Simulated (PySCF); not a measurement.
Input file:

```
{"job": {"kind": "nmr", "xc": "PBE0", "basis": "pcSseg-1"}, "charge": 0, "multiplicity": 1}
Si     2.986228    -0.233001     1.542537
O      1.526102    -0.115670     0.800733
C      1.205839    -0.031166    -0.482632
Cl     2.552474    -0.041666    -1.585884
C     -0.036199     0.057357    -0.949066
C     -1.222534     0.072460    -0.079207
C     -2.419597     0.893550    -0.481439
C     -2.487349    -0.596527    -0.550831
H      2.493797    -0.280345     2.909159
H      3.799820     0.943508     1.245170
H      3.672139    -1.449852     1.114045
H     -0.196772     0.120789    -2.012840
H     -0.989826     0.012493     0.975444
H     -2.362747     1.445726    -1.406954
H     -2.968726     1.400311     0.296967
H     -3.083997    -1.122168     0.178465
H     -2.475648    -1.063769    -1.523576
```

Launched as:

```sh
OMP_NUM_THREADS=1 python probes_run.py task.json out
```

Geometry: GFN2-xTB.

Method: PBE0/pcSseg-1, SCF density, gas phase, non-relativistic (PySCF).

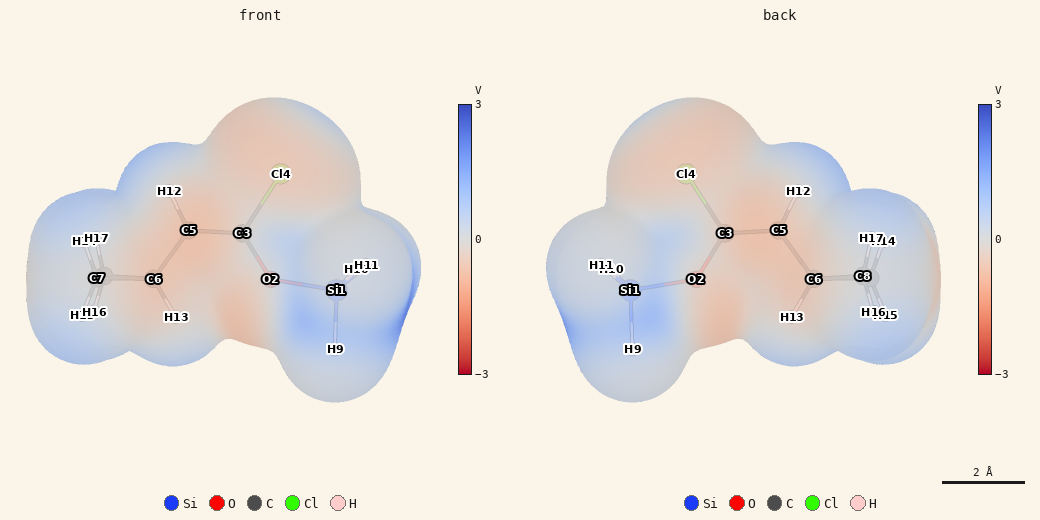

C₅H₉ClOSi. The molecular electrostatic potential painted on the density surface at 0.002 e/bohr³, seen from the front and from behind; red is negative and blue positive.

Q: Where is the surface potential most negative and most positive?

A: The most negative region (about −0.7 V) lies over O2, C3 and C5, the most positive (about +1.9 V) over Si1. Cl4 shows a σ-hole: about +0.4 V at the tip opposite its bond, against about −0.3 V on its flanks.
